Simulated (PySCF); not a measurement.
AlCl2(OH) (AlCl2HO).

Computed with PySCF, TPSSh/def2-TZVP, geometry: GFN2-xTB. No frequency check shows the geometry to be a minimum. GFN2-xTB bond lengths at metals and heavier atoms can be off by up to 0.1 Å and shapes distorted, which carries into these values.

Input script:

```python
import numpy as np
from pyscf import gto, scf, dft
from pyscf.scf import atom_ks, atom_hf
from scipy.linalg import block_diag

def solve(mol, dm0=None, hcore=None):
    mf = (dft.UKS if mol.spin else dft.RKS)(mol, xc='tpssh')
    mf.grids.level = 3
    mf = mf.density_fit(auxbasis='def2-universal-jkfit')
    mf.conv_tol, mf.max_cycle = 1e-8, 80
    if hcore is not None:
        mf.get_hcore = lambda *args: hcore
    mf.kernel(dm0)
    if not mf.converged:
        mf = mf.newton().run(mf.mo_coeff, mf.mo_occ, max_cycle=30)
    assert mf.converged, 'SCF not converged'
    return mf

mol = gto.M(atom='''
Al     0.00017    -0.31054     0.00000
Cl    -1.78104     0.66228     0.00000
Cl     1.78045     0.66328     0.00000
O     -0.00009    -1.95022     0.00000
H      0.00849    -2.89575     0.00000
''', basis='def2-tzvp', charge=0, spin=0, verbose=4)
mf = solve(mol)
out = dict(e0=mf.e_tot, dm0=mf.make_rdm1(), c=mf.mo_coeff, occ=mf.mo_occ, eps=mf.mo_energy)
for name, dq, spin in [('cation', 1, 1), ('anion', -1, 1)]:
    ion = mol.copy().set(charge=mol.charge + dq, spin=spin).build()
    mi = solve(ion)
    if spin and dq > 0 and mol.nao < 130:
        c, _, stable, _ = mi.stability(return_status=True)
        if not stable:
            mi = solve(ion, mi.make_rdm1(c, mi.mo_occ))
    print(name, 'vertical energy change / eV', (mi.e_tot - mf.e_tot) * 27.211386)
    out.update({'e_' + name: mi.e_tot, 'dm_' + name: mi.make_rdm1(), 's2_' + name: mi.spin_square()[0], 'eps_' + name: mi.mo_energy, 'occ_' + name: mi.mo_occ})
# spherically averaged free atoms, for the promolecule
atm = atom_ks.get_atm_nrks(mol, xc='tpssh')
pro = block_diag(*[(atm[a[0]][2] * atm[a[0]][3]) @ atm[a[0]][2].T for a in mol._atom])
np.savez('result.npz', pro=pro, **out)
```

Command:

```sh
OMP_NUM_THREADS=1 python input.py
```

The run took 2.8 min on 1 thread of Arm Neoverse V1, on a shared host, peak memory 0.72 GiB.

Partitions, critical points and surface values were worked out afterwards from this run's density.

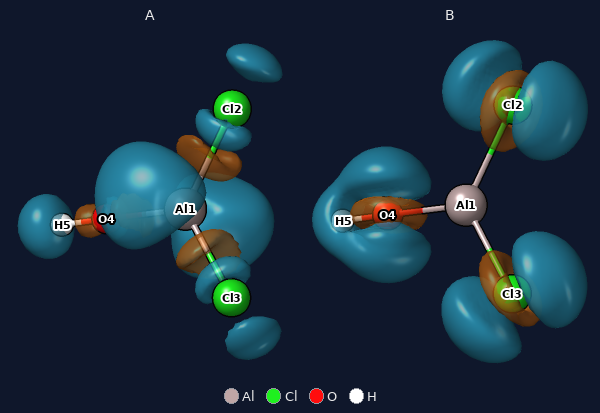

The two Fukui functions at ±0.02 e/Å³ (light blue positive, orange negative).

> Which panel is f⁻ (electron removed) and which f⁺ (electron added)?

A is f⁺, B is f⁻. f⁻ (Hirshfeld-condensed) is largest on Cl2 and Cl3 (0.30 each) and O4 (0.19); the vertical ionisation energy is 10.82 eV (the stability of the cation's solution wasn't checked). f⁺ (Hirshfeld-condensed) is largest on Al1 (0.49); the vertical electron affinity is −0.93 eV (the stability of the anion's solution wasn't checked; negative, but this basis has no diffuse functions, so it doesn't show that the anion is unbound).

> What chemical potential and hardness follow from the two energies?

μ = −(I + A)/2 = −4.95 eV and η = I − A = 11.75 eV.
